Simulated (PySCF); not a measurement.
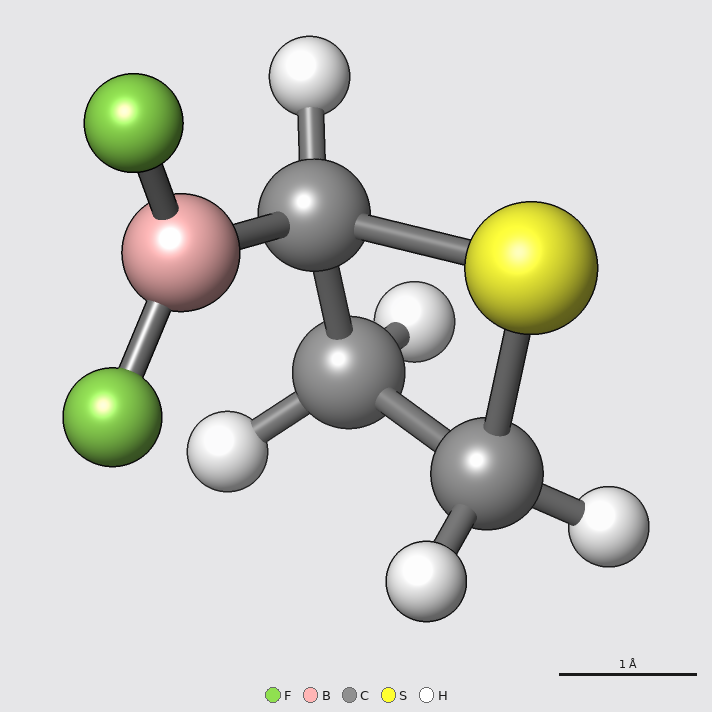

Ball-and-stick drawing of a structure.

Computed geometry: PBE0-D3(BJ)/def2-SVP optimisation. No frequency run is at hand to confirm it as a minimum.

What is the molecular formula?

Answer. C3H5BF2S, 12 atoms: 3 carbon, 5 hydrogen, 1 boron, 2 fluorine and 1 sulfur.

Write the SMILES.

Answer. FB(F)[C@@H]1CCS1

Does it have rings?

Answer. Independent rings (smallest set): 1 of 4 members.

More results for the same structure follow; atom numbers are the same in all pictures, views and colours differ.

**Shape**

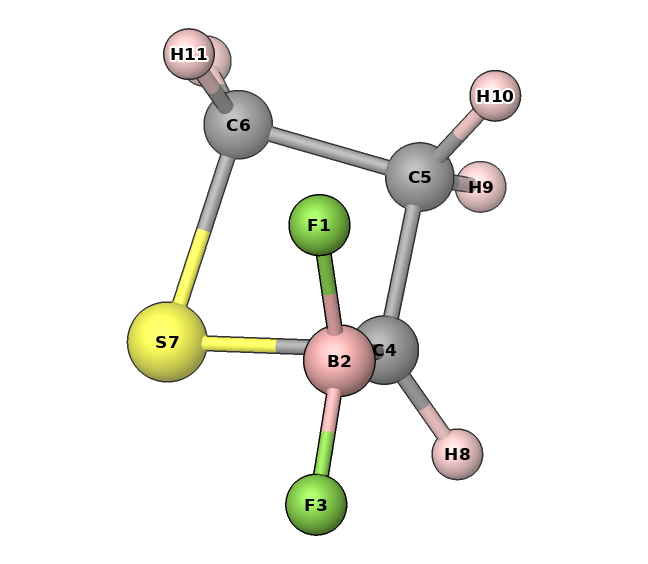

C4 lies behind B2. The molecule seen a little off the B2–C4 bond, B2 in front. Atoms fade into the background with distance from the viewer. No frequency run is at hand to confirm it as a minimum.

What is the torsion angle F1–B2–C4–S7? The sign is positive where the front bond must turn clockwise to cover the back bond.

Answer. −89°, about perpendicular.

**Electronic properties**

No frequency run is at hand to confirm it as a minimum. Method: PBE0/6-31G, gas phase (PySCF 2.14.0).

What does the calculation give?

- dipole moment: 3.02 D
- HOMO energy (Kohn–Sham orbital): −6.81 eV
- LUMO energy (Kohn–Sham orbital): −0.47 eV
- HOMO–LUMO gap: 6.35 eV

**Ring current**

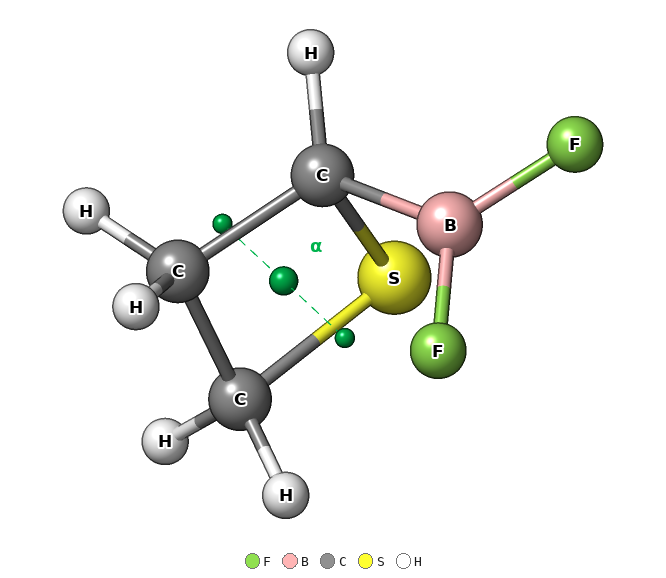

The small points mark where nucleus-independent chemical shifts (NICS) were computed: at the centre of each lettered ring and 1 Å above and below it. No frequency run is at hand to confirm it as a minimum. Properties computed with GIAO KT3/pcSseg-1 NMR shielding, non-relativistic, gas phase (PySCF 2.14.0).

Give NICS(0), NICS(1) and the out-of-plane component NICS(1)zz for each ring (means of the two sides).

```tsv
ring	members	NICS(0)	NICS(1)	NICS(1)zz
α	C3S	−0.8	1.1	7.1
```

Values in ppm.

**Charges**

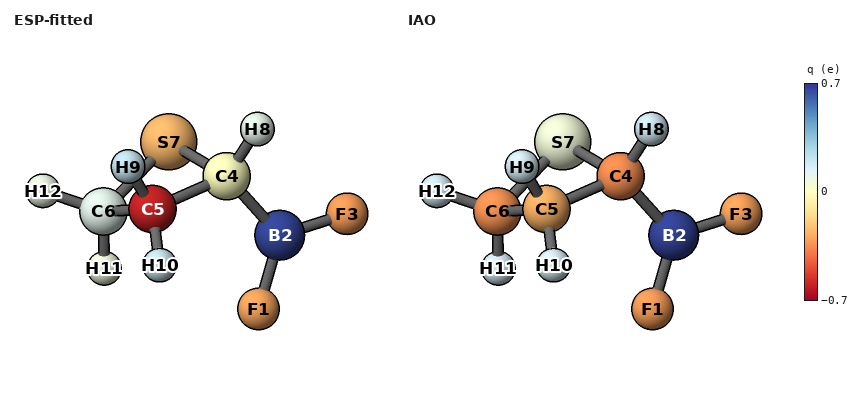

Atomic charges of one calculation by 2 schemes, on one colour scale. No frequency run is at hand to confirm it as a minimum. Computed with PBE0/6-31G (PySCF 2.14.0).

On which atom do the schemes disagree most?

Answer. On C6 (from −0.33 to 0.11 e).

List the charges (e), one line for each set of equivalent atoms.

| atom | ESP-fitted | IAO |
| --- | --- | --- |
| F1 | −0.29 | −0.31 |
| B2 | 0.65 | 0.66 |
| F3 | −0.31 | −0.30 |
| C4 | 0.00 | −0.34 |
| C5 | −0.59 | −0.26 |
| C6 | 0.11 | −0.33 |
| S7 | −0.24 | 0.06 |
| H8 | 0.11 | 0.18 |
| H9 | 0.20 | 0.16 |
| H10 | 0.19 | 0.15 |
| H11 | 0.07 | 0.17 |
| H12 | 0.09 | 0.17 |
